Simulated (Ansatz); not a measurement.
**GaH3O + H2O2: a complex and its separated parts**

Aim: how far the complex at one end of a reaction step lies below its separated, relaxed parts, level by level.

Program: Ansatz 0.2.0, Gaussian basis. Level of theory: PBE0-D4/def2-TZVP structures, single points in def2-TZVPP, no counterpoise correction. These are calculated values, not measurements.

Levels: SPW92, PBE-D4, BLYP-D4, r2SCAN-D4, B97M-V, PBE0-D4, B3LYP-D4, r2SCAN0-D4, BHLYP-D4, CAM-B3LYP-D4, wB97X-V, wB97M-V, B2PLYP, PBE-QIDH, RPA on PBE, Hartree-Fock, MP2, CCSD, CCSD(T).

Cores are frozen in the correlated methods. Filled d shells of the heavier atoms are correlated. B3LYP uses VWN-RPA correlation. B2PLYP carries no dispersion term here.

94 further runs of the same task are left out: 94 set aside as unsound or not needed.

## 1. The system as given

The complex: 9 atoms, charge 0, spin multiplicity 1.

Atoms are counted from 1 here; the program's logs count them from 0.

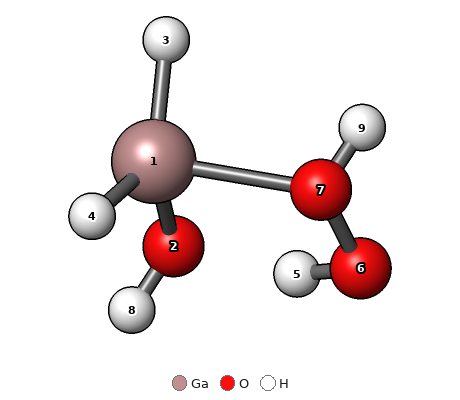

The starting geometry (gallium pink, oxygen red, hydrogen white); atoms are numbered from 1 in the order of the file.

As a file:

```mol
GaH5O3
  3D, bonds by distance, orders not assigned

  9  8  0  0  0  0  0  0  0  0999 V2000
   -1.0695   -0.3139    0.2018 Ga  0  0
    0.4832   -1.2749    0.4928 O   0  0
   -1.7545   -0.6499   -1.1633 H   0  0
   -1.7070    0.2916    1.4925 H   0  0
    1.4352   -0.0250    0.0086 H   0  0
    1.5774    0.9110   -0.3291 O   0  0
    0.2162    1.2597   -0.5782 O   0  0
    0.6449   -1.4630    1.4192 H   0  0
    0.1742    1.2644   -1.5442 H   0  0
  1  2  8  0
  1  3  8  0
  1  4  8  0
  1  7  8  0
  2  8  8  0
  5  6  8  0
  6  7  8  0
  7  9  8  0
M  END
```

Its parts: GaH3O holds atoms 1, 2, 3, 4, 8; H2O2 holds atoms 5, 6, 7, 9. Each part counts its atoms afresh in its own runs.

## 2. Relaxing GaH3O alone

Input file relax-a/in.yaml:

```yaml
crystal:
  periodic: [false, false, false]
  atoms:
    - {symbol: Ga, position_ang: [-1.069539, -0.313931, 0.201781]}
    - {symbol: O, position_ang: [0.483192, -1.274945, 0.492793]}
    - {symbol: H, position_ang: [-1.754541, -0.649928, -1.163325]}
    - {symbol: H, position_ang: [-1.707050, 0.291602, 1.492508]}
    - {symbol: H, position_ang: [0.644896, -1.462997, 1.419152]}
basis:
  gaussian: {orbitals: def2-TZVP}
hamiltonian: {xc: pbe0, dispersion: d4}
relax: {f_tol: 0.005, max_steps: 200}
```

Launch:

```console
$ ansatz run in.yaml --threads 4 --pin off --events-out ev --progress --plain --max-ram 9574MiB
```

The log of the run (excerpt; [...] marks lines left out):

```text
Functional definition: PBE0
  name "PBE0"
  cite "Adamo & Barone, J. Chem. Phys. 110, 6158 (1999) doi:10.1063/1.478522"
  cite "Perdew, Burke & Ernzerhof, Phys. Rev. Lett. 77, 3865 (1996) doi:10.1103/PhysRevLett.77.3865"
  parent pbe
[...]
696 factors; their error is unknown
[...]
mean field -54465.83318433 eV, -2001.5824512566 hartree, gradient 4.9e-5 eV, S^2 0.000000; 0 other end points of the search recorded, 0 dependent functions left out
[...]
reference -54465.83321075 eV, -2001.5824522274 hartree; 21, 21 occupied and 76, 76 virtual orbitals, 696 factors
[...]
reference -54465.99590781 eV, -2001.5884312339 hartree; 21, 21 occupied and 76, 76 virtual orbitals, 696 factors
Total energy: -54466.04176170 eV, -2001.5901163334 hartree
Atom 0 at    -1.126878    -0.460955     0.255696 Å, force    -0.001376     0.000977     0.000307 eV/Å
Atom 1 at     0.384791    -1.383487     0.501615 Å, force     0.000691    -0.000586    -0.000481 eV/Å
Atom 2 at    -1.689726    -0.551111    -1.191822 Å, force     0.000166    -0.000011     0.000292 eV/Å
Atom 3 at    -1.706519     0.315931     1.484560 Å, force     0.000406    -0.000472    -0.000683 eV/Å
Atom 4 at     0.735290    -1.330577     1.392860 Å, force     0.000113     0.000092     0.000564 eV/Å
Dipole moment:    -0.121167     0.156662     0.238902 e Å
```

It took 5 s on 4 threads of Arm Neoverse V1, shared host.

The steps of the relaxation:

| step | energy from step 1 (eV) | largest force component (eV/Å) |
| --- | --- | --- |
| 1 | 0.0000 | 1.3894 |
| 2 | -0.1167 | 1.2311 |
| 3 | -0.1541 | 0.3611 |
| 4 | -0.1575 | 0.1760 |
| 5 | -0.1625 | 0.0544 |
| 6 | -0.1630 | 0.0089 |
| 7 | -0.1630 | 0.0014 |

Close pairs (by a distance rule), those that changed most:

| bond | before (Å) | after (Å) | change (Å) |
| --- | --- | --- | --- |
| Ga1–O2 | 1.849 | 1.788 | -0.061 |
| Ga1–H3 | 1.564 | 1.556 | -0.008 |
| Ga1–H4 | 1.562 | 1.565 | +0.003 |
| O2–H5 | 0.959 | 0.959 | +0.000 |

## 3. Relaxing H2O2 alone

Input file relax-b/in.yaml:

```yaml
crystal:
  periodic: [false, false, false]
  atoms:
    - {symbol: H, position_ang: [1.435228, -0.025012, 0.008584]}
    - {symbol: O, position_ang: [1.577428, 0.911014, -0.329062]}
    - {symbol: O, position_ang: [0.216219, 1.259738, -0.578196]}
    - {symbol: H, position_ang: [0.174166, 1.264359, -1.544236]}
basis:
  gaussian: {orbitals: def2-TZVP}
hamiltonian: {xc: pbe0, dispersion: d4}
relax: {f_tol: 0.005, max_steps: 200}
```

Launch:

```console
$ ansatz run in.yaml --threads 4 --pin off --events-out ev --progress --plain --max-ram 9574MiB
```

The log of the run (excerpt; [...] marks lines left out):

```text
[... 5 set-up lines as earlier in the session ...]
[...]
390 factors; their error is unknown
[...]
mean field -4121.24981905 eV, -151.4531373665 hartree, gradient 3.5e-5 eV, S^2 0.000000; 0 other end points of the search recorded, 0 dependent functions left out
[...]
Total energy: -4121.31041298 eV, -151.4553641524 hartree
Atom 0 at     1.452830    -0.003337     0.026249 Å, force     0.000392     0.000474     0.000146 eV/Å
Atom 1 at     1.561761     0.879501    -0.347517 Å, force    -0.002154    -0.000229     0.000286 eV/Å
Atom 2 at     0.204042     1.247923    -0.578866 Å, force     0.002622    -0.000781    -0.000588 eV/Å
Atom 3 at     0.184409     1.286012    -1.542775 Å, force    -0.000860     0.000536     0.000156 eV/Å
Dipole moment:    -0.048022    -0.315442    -0.220369 e Å
```

It took 1.9 s on 4 threads of Arm Neoverse V1, shared host.

Step by step:

| step | energy from step 1 (eV) | largest force component (eV/Å) |
| --- | --- | --- |
| 1 | 0.0000 | 1.8099 |
| 2 | -0.0417 | 0.5110 |
| 3 | -0.0456 | 0.0542 |
| 4 | -0.0457 | 0.0299 |
| 5 | -0.0458 | 0.0212 |
| 6 | -0.0458 | 0.0026 |

Close pairs (by a distance rule), those that changed most:

| bond | before (Å) | after (Å) | change (Å) |
| --- | --- | --- | --- |
| H1–O2 | 1.005 | 0.965 | -0.040 |
| O3–H4 | 0.967 | 0.965 | -0.002 |
| O2–O3 | 1.427 | 1.426 | -0.001 |

## 4. SPW92/def2-TZVPP

Input file parta/in.yaml:

```yaml
crystal:
  periodic: [false, false, false]
  atoms:
    - {symbol: Ga, position_ang: [-1.126878, -0.460955, 0.255696]}
    - {symbol: O, position_ang: [0.384791, -1.383487, 0.501615]}
    - {symbol: H, position_ang: [-1.689726, -0.551111, -1.191822]}
    - {symbol: H, position_ang: [-1.706519, 0.315931, 1.484560]}
    - {symbol: H, position_ang: [0.735290, -1.330577, 1.392860]}
basis:
  gaussian: {orbitals: def2-TZVPP}
hamiltonian: {xc: lda}
```

Input file partb/in.yaml:

```yaml
crystal:
  periodic: [false, false, false]
  atoms:
    - {symbol: H, position_ang: [1.452830, -0.003337, 0.026249]}
    - {symbol: O, position_ang: [1.561761, 0.879501, -0.347517]}
    - {symbol: O, position_ang: [0.204042, 1.247923, -0.578866]}
    - {symbol: H, position_ang: [0.184409, 1.286012, -1.542775]}
basis:
  gaussian: {orbitals: def2-TZVPP}
hamiltonian: {xc: lda}
```

One command serves all of them, each in its own folder.

Launch:

```console
$ ansatz run in.yaml --threads 4 --pin off --events-out ev --progress --plain --max-ram 9574MiB
```

Log of parta (excerpt; [...] marks lines left out):

```text
Functional definition: SPW92
  name "SPW92"
  cite "Dirac, Proc. Camb. Phil. Soc. 26, 376 (1930) doi:10.1017/S0305004100016108"
  cite "Slater, Phys. Rev. 81, 385 (1951) doi:10.1103/PhysRev.81.385"
  cite "Perdew & Wang, Phys. Rev. B 45, 13244 (1992) doi:10.1103/PhysRevB.45.13244"
[...]
696 factors; their error is unknown
[...]
mean field -54377.44597739 eV, -1998.3342813122 hartree, gradient 8.6e-5 eV, S^2 0.000000; 0 other end points of the search recorded, 0 dependent functions left out
reference -54377.44601115 eV, -1998.3342825529 hartree; 21, 21 occupied and 100, 100 virtual orbitals, 696 factors
Total energy: -54377.44601115 eV, -1998.3342825529 hartree
```

partb printed (excerpt; [...] marks lines left out):

```text
[... 5 set-up lines as earlier in the session ...]
[...]
420 factors; their error is unknown
[...]
mean field -4096.26750755 eV, -150.5350543525 hartree, gradient 5.6e-5 eV, S^2 0.000000; 0 other end points of the search recorded, 0 dependent functions left out
reference -4096.26752788 eV, -150.5350550996 hartree; 9, 9 occupied and 81, 81 virtual orbitals, 420 factors
Total energy: -4096.26752788 eV, -150.5350550996 hartree
```

They took 0.35 s (parta), 0.2 s (partb) on 4 threads of Arm Neoverse V1, shared host.

## 5. PBE-D4/def2-TZVPP

The same edit goes into each in.yaml of step 4 (parta, partb):

```diff
-hamiltonian: {xc: lda}
+hamiltonian: {xc: pbe, dispersion: d4}
```

Each run has its own folder and the same command.

Launch:

```console
$ ansatz run in.yaml --threads 4 --pin off --events-out ev --progress --plain --max-ram 9574MiB
```

Log of parta (excerpt; [...] marks lines left out):

```text
Functional definition: PBE
  name "PBE"
[... 2 set-up lines as earlier in the session ...]
[...]
696 factors; their error is unknown
[...]
mean field -54464.97260531 eV, -2001.5508255608 hartree, gradient 8.5e-5 eV, S^2 0.000000; 0 other end points of the search recorded, 0 dependent functions left out
reference -54464.97264116 eV, -2001.5508268784 hartree; 21, 21 occupied and 100, 100 virtual orbitals, 696 factors
Total energy: -54465.02793403 eV, -2001.5528588537 hartree
```

partb printed (excerpt; [...] marks lines left out):

```text
[... 4 set-up lines as earlier in the session ...]
[...]
420 factors; their error is unknown
[...]
mean field -4121.61243970 eV, -151.4664634296 hartree, gradient 7.0e-5 eV, S^2 0.000000; 0 other end points of the search recorded, 0 dependent functions left out
reference -4121.61246187 eV, -151.4664642446 hartree; 9, 9 occupied and 81, 81 virtual orbitals, 420 factors
Total energy: -4121.63073606 eV, -151.4671358086 hartree
```

They took 0.5 s (parta), 0.25 s (partb) on 4 threads of Arm Neoverse V1, shared host.

## 6. BLYP-D4/def2-TZVPP

The same edit goes into each in.yaml of step 5 (parta, partb):

```diff
-hamiltonian: {xc: pbe, dispersion: d4}
+hamiltonian: {xc: {name: BLYP}, dispersion: d4}
```

One command serves all of them, each in its own folder.

Launch:

```console
$ ansatz run in.yaml --threads 4 --pin off --events-out ev --progress --plain --max-ram 9574MiB
```

Log of parta (excerpt; [...] marks lines left out):

```text
Functional definition: BLYP
  name "BLYP"
  cite "Becke, Phys. Rev. A 38, 3098 (1988) doi:10.1103/PhysRevA.38.3098"
  cite "Lee, Yang & Parr, Phys. Rev. B 37, 785 (1988) doi:10.1103/PhysRevB.37.785"
[...]
696 factors; their error is unknown
[...]
mean field -54476.76113698 eV, -2001.9840461089 hartree, gradient 2.5e-5 eV, S^2 0.000000; 0 other end points of the search recorded, 0 dependent functions left out
reference -54476.76142904 eV, -2001.9840568421 hartree; 21, 21 occupied and 100, 100 virtual orbitals, 696 factors
Total energy: -54476.88528808 eV, -2001.9886085778 hartree
```

partb printed (excerpt; [...] marks lines left out):

```text
[... 4 set-up lines as earlier in the session ...]
[...]
420 factors; their error is unknown
[...]
mean field -4125.31081484 eV, -151.6023762092 hartree, gradient 6.0e-5 eV, S^2 0.000000; 0 other end points of the search recorded, 0 dependent functions left out
reference -4125.31103109 eV, -151.6023841562 hartree; 9, 9 occupied and 81, 81 virtual orbitals, 420 factors
Total energy: -4125.35482285 eV, -151.6039934737 hartree
```

They took 0.55 s (parta), 0.3 s (partb) on 4 threads of Arm Neoverse V1, shared host.

## 7. r2SCAN-D4/def2-TZVPP

Each input of step 6 (parta, partb) changes in the same lines:

```diff
-hamiltonian: {xc: {name: BLYP}, dispersion: d4}
+hamiltonian: {xc: r2scan, dispersion: d4}
```

One command serves all of them, each in its own folder.

Launch:

```console
$ ansatz run in.yaml --threads 4 --pin off --events-out ev --progress --plain --max-ram 9574MiB
```

Log of parta (excerpt; [...] marks lines left out):

```text
Functional definition: r2SCAN
  name "r2SCAN"
  cite "Furness, Kaplan, Ning, Perdew & Sun, J. Phys. Chem. Lett. 11, 8208 (2020) doi:10.1021/acs.jpclett.0c02405"
  cite "Furness, Kaplan, Ning, Perdew & Sun, J. Phys. Chem. Lett. 11, 9248 (2020) doi:10.1021/acs.jpclett.0c03077"
  parent r2scan
[...]
696 factors; their error is unknown
[...]
mean field -54473.91936658 eV, -2001.8796129730 hartree, gradient 2.6e-5 eV, S^2 0.000000; 0 other end points of the search recorded, 0 dependent functions left out
reference -54473.91937734 eV, -2001.8796133684 hartree; 21, 21 occupied and 100, 100 virtual orbitals, 696 factors
Total energy: -54473.93150446 eV, -2001.8800590320 hartree
```

Output in partb (excerpt; [...] marks lines left out):

```text
[... 5 set-up lines as earlier in the session ...]
[...]
420 factors; their error is unknown
[...]
mean field -4123.69394064 eV, -151.5429571783 hartree, gradient 1.2e-5 eV, S^2 0.000000; 0 other end points of the search recorded, 0 dependent functions left out
reference -4123.69394624 eV, -151.5429573843 hartree; 9, 9 occupied and 81, 81 virtual orbitals, 420 factors
Total energy: -4123.69823873 eV, -151.5431151304 hartree
```

They took 1.2 s (parta), 0.65 s (partb) on 4 threads of Arm Neoverse V1, shared host.

## 8. B97M-V/def2-TZVPP

The same edit goes into each in.yaml of step 7 (parta, partb):

```diff
-hamiltonian: {xc: r2scan, dispersion: d4}
+hamiltonian: {xc: {name: B97M-V}}
```

One command serves all of them, each in its own folder.

Launch:

```console
$ ansatz run in.yaml --threads 4 --pin off --events-out ev --progress --plain --max-ram 9574MiB
```

parta printed (excerpt; [...] marks lines left out):

```text
Functional definition: B97M-V
  name "B97M-V"
  cite "Mardirossian & Head-Gordon, J. Chem. Phys. 142, 074111 (2015) doi:10.1063/1.4907719"
  cite "Becke, J. Chem. Phys. 107, 8554 (1997) doi:10.1063/1.475007"
  cite "Vydrov & Van Voorhis, J. Chem. Phys. 133, 244103 (2010) doi:10.1063/1.3521275"
  # Of w^i u^j: cxij and so on, Table III.
[...]
  gx(w, u) = cx00 + cx01*u + cx02*u^2 + (cx10 + cx11*u)*w
[...]
  gos(w, u) = cos00 + cos01*u + cos03*u^3 + cos10*w + cos32*w^3*u^2
[...]
      + integral(e_c_pw_mod_opposite_spin*gos(b97_w_opposite, b97_u_opposite)) + vv10(b, c)
696 factors; their error is unknown
[...]
mean field -54464.63779002 eV, -2001.5385213259 hartree, gradient 7.6e-5 eV, S^2 0.000000; 0 other end points of the search recorded, 0 dependent functions left out
reference -54464.63784165 eV, -2001.5385232232 hartree; 21, 21 occupied and 100, 100 virtual orbitals, 696 factors
Total energy: -54464.63784165 eV, -2001.5385232232 hartree
```

partb printed (excerpt; [...] marks lines left out):

```text
[... 5 set-up lines as earlier in the session ...]
  # Of w^i u^j: cxij and so on, Table III.
[...]
  gx(w, u) = cx00 + cx01*u + cx02*u^2 + (cx10 + cx11*u)*w
[...]
  gos(w, u) = cos00 + cos01*u + cos03*u^3 + cos10*w + cos32*w^3*u^2
[...]
      + integral(e_c_pw_mod_opposite_spin*gos(b97_w_opposite, b97_u_opposite)) + vv10(b, c)
420 factors; their error is unknown
[...]
mean field -4124.37046329 eV, -151.5678189273 hartree, gradient 6.2e-5 eV, S^2 0.000000; 0 other end points of the search recorded, 0 dependent functions left out
reference -4124.37049243 eV, -151.5678199980 hartree; 9, 9 occupied and 81, 81 virtual orbitals, 420 factors
Total energy: -4124.37049243 eV, -151.5678199980 hartree
```

Times: 1.9 s (parta), 0.85 s (partb) on 4 threads of Arm Neoverse V1, shared host.

## 9. PBE0-D4/def2-TZVPP

The same edit goes into each in.yaml of step 8 (parta, partb):

```diff
-hamiltonian: {xc: {name: B97M-V}}
+hamiltonian: {xc: pbe0, dispersion: d4}
+output: {orbitals: {seedname: orbitals}}
```

One command serves all of them, each in its own folder.

Launch:

```console
$ ansatz run in.yaml --threads 4 --pin off --events-out ev --progress --plain --max-ram 9574MiB
```

parta printed (excerpt; [...] marks lines left out):

```text
[... 5 set-up lines as earlier in the session ...]
[...]
741 factors; their error is unknown
[...]
mean field -54466.05281693 eV, -2001.5905226054 hartree, gradient 2.0e-5 eV, S^2 0.000000; 0 other end points of the search recorded, 0 dependent functions left out
reference -54466.05284364 eV, -2001.5905235872 hartree; 21, 21 occupied and 100, 100 virtual orbitals, 741 factors
Total energy: -54466.09869753 eV, -2001.5922086867 hartree
```

Output in partb (excerpt; [...] marks lines left out):

```text
[... 5 set-up lines as earlier in the session ...]
[...]
420 factors; their error is unknown
[...]
mean field -4121.38243268 eV, -151.4580108278 hartree, gradient 8.6e-5 eV, S^2 0.000000; 0 other end points of the search recorded, 0 dependent functions left out
reference -4121.38244838 eV, -151.4580114046 hartree; 9, 9 occupied and 81, 81 virtual orbitals, 420 factors
Total energy: -4121.39716630 eV, -151.4585522780 hartree
```

Times: 0.65 s (parta), 0.25 s (partb) on 4 threads of Arm Neoverse V1, shared host.

## 10. B3LYP-D4/def2-TZVPP

Each input of step 9 (parta, partb) changes in the same lines:

```diff
-hamiltonian: {xc: pbe0, dispersion: d4}
-output: {orbitals: {seedname: orbitals}}
+hamiltonian: {xc: {name: B3LYP}, dispersion: d4}
```

Each run has its own folder and the same command.

Launch:

```console
$ ansatz run in.yaml --threads 4 --pin off --events-out ev --progress --plain --max-ram 9574MiB
```

parta printed (excerpt; [...] marks lines left out):

```text
Functional definition: B3LYP
  name "B3LYP"
  cite "Stephens, Devlin, Chabalowski & Frisch, J. Phys. Chem. 98, 11623 (1994) doi:10.1021/j100096a001"
[... 2 set-up lines as earlier in the session ...]
  cite "Vosko, Wilk & Nusair, Can. J. Phys. 58, 1200 (1980) doi:10.1139/p80-159"
[...]
731 factors; their error is unknown
[...]
mean field -54476.77597498 eV, -2001.9845913956 hartree, gradient 3.4e-5 eV, S^2 0.000000; 0 other end points of the search recorded, 0 dependent functions left out
reference -54476.77619338 eV, -2001.9845994217 hartree; 21, 21 occupied and 100, 100 virtual orbitals, 731 factors
Total energy: -54476.86670071 eV, -2001.9879255047 hartree
```

Output in partb (excerpt; [...] marks lines left out):

```text
[... 6 set-up lines as earlier in the session ...]
[...]
420 factors; their error is unknown
[...]
mean field -4125.81624670 eV, -151.6209504875 hartree, gradient 1.3e-5 eV, S^2 0.000000; 0 other end points of the search recorded, 0 dependent functions left out
reference -4125.81640279 eV, -151.6209562237 hartree; 9, 9 occupied and 81, 81 virtual orbitals, 420 factors
Total energy: -4125.84562475 eV, -151.6220301108 hartree
```

Times: 0.65 s (parta), 0.3 s (partb) on 4 threads of Arm Neoverse V1, shared host.

## 11. r2SCAN0-D4/def2-TZVPP

The same edit goes into each in.yaml of step 10 (parta, partb):

```diff
-hamiltonian: {xc: {name: B3LYP}, dispersion: d4}
+hamiltonian: {xc: {name: r2SCAN0}, dispersion: d4}
```

The same command starts each run, in its folder.

Launch:

```console
$ ansatz run in.yaml --threads 4 --pin off --events-out ev --progress --plain --max-ram 9574MiB
```

Output in parta (excerpt; [...] marks lines left out):

```text
Functional definition: r2SCAN0
  name "r2SCAN0"
  cite "Bursch, Neugebauer, Ehlert & Grimme, J. Chem. Phys. 156, 134105 (2022) doi:10.1063/5.0086040"
[... 3 set-up lines as earlier in the session ...]
[...]
741 factors; their error is unknown
[...]
mean field -54472.84893118 eV, -2001.8402751977 hartree, gradient 1.7e-5 eV, S^2 0.000000; 0 other end points of the search recorded, 0 dependent functions left out
reference -54472.84893977 eV, -2001.8402755133 hartree; 21, 21 occupied and 100, 100 virtual orbitals, 741 factors
Total energy: -54472.86342279 eV, -2001.8408077544 hartree
```

partb printed (excerpt; [...] marks lines left out):

```text
[... 6 set-up lines as earlier in the session ...]
[...]
420 factors; their error is unknown
[...]
mean field -4122.92997491 eV, -151.5148819556 hartree, gradient 1.3e-5 eV, S^2 0.000000; 0 other end points of the search recorded, 0 dependent functions left out
reference -4122.92997930 eV, -151.5148821169 hartree; 9, 9 occupied and 81, 81 virtual orbitals, 420 factors
Total energy: -4122.93478584 eV, -151.5150587539 hartree
```

Wall times: 1.4 s (parta), 0.65 s (partb) on 4 threads of Arm Neoverse V1, shared host.

## 12. BHLYP-D4/def2-TZVPP

The same edit goes into each in.yaml of step 11 (parta, partb):

```diff
-hamiltonian: {xc: {name: r2SCAN0}, dispersion: d4}
+hamiltonian: {xc: {name: BHLYP}, dispersion: d4}
```

The same command starts each run, in its folder.

Launch:

```console
$ ansatz run in.yaml --threads 4 --pin off --events-out ev --progress --plain --max-ram 9574MiB
```

Log of parta (excerpt; [...] marks lines left out):

```text
Functional definition: BHLYP
  name "BHLYP"
  cite "Becke, J. Chem. Phys. 98, 1372 (1993) doi:10.1063/1.464304"
[... 2 set-up lines as earlier in the session ...]
[...]
807 factors; their error is unknown
[...]
mean field -54473.47912000 eV, -2001.8634342097 hartree, gradient 3.9e-5 eV, S^2 0.000000; 0 other end points of the search recorded, 0 dependent functions left out
reference -54473.47926759 eV, -2001.8634396337 hartree; 21, 21 occupied and 100, 100 virtual orbitals, 807 factors
Total energy: -54473.55053717 eV, -2001.8660587421 hartree
```

Log of partb (excerpt; [...] marks lines left out):

```text
[... 5 set-up lines as earlier in the session ...]
[...]
472 factors; their error is unknown
[...]
mean field -4123.51114291 eV, -151.5362394856 hartree, gradient 7.5e-5 eV, S^2 0.000000; 0 other end points of the search recorded, 0 dependent functions left out
reference -4123.51124599 eV, -151.5362432739 hartree; 9, 9 occupied and 81, 81 virtual orbitals, 472 factors
Total energy: -4123.52922532 eV, -151.5369040021 hartree
```

They took 0.65 s (parta), 0.3 s (partb) on 4 threads of Arm Neoverse V1, shared host.

[end of part 1 of 2]
